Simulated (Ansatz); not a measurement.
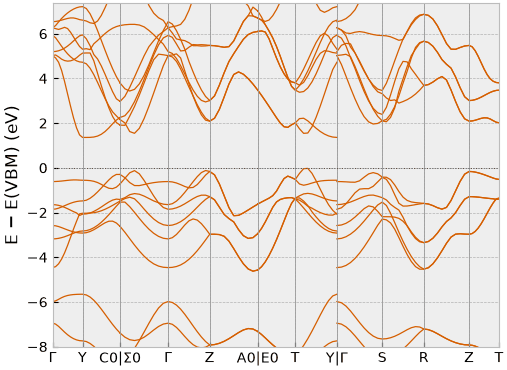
Fig. 1. Band structure from the program Ansatz at the r²SCAN+D4 level (PAW)

Read off the gap and where the band edges lie.

About 1.4 eV (1.36 eV by a search for the band edges); maximum on the T–Y line, 26 % of the way from T, minimum on the Y–C0 line, 13 % of the way from Y.

The material is PbS in space group Cmcm (No. 63; Pb on 4c, S on 4c).

The workflow started from a Materials Project entry (that database holds measured and hypothetical structures alike); the Crystallography Open Database copy checked does not list it. It is not the phase usual at ambient conditions (space group No. 225). The cell was relaxed with r²SCAN+D4 under the symmetry of its start; its stability against distortions is not shown here. Spin–orbit coupling is left out wherever it is not named.

Potentials: the later of the program's two PAW sets.
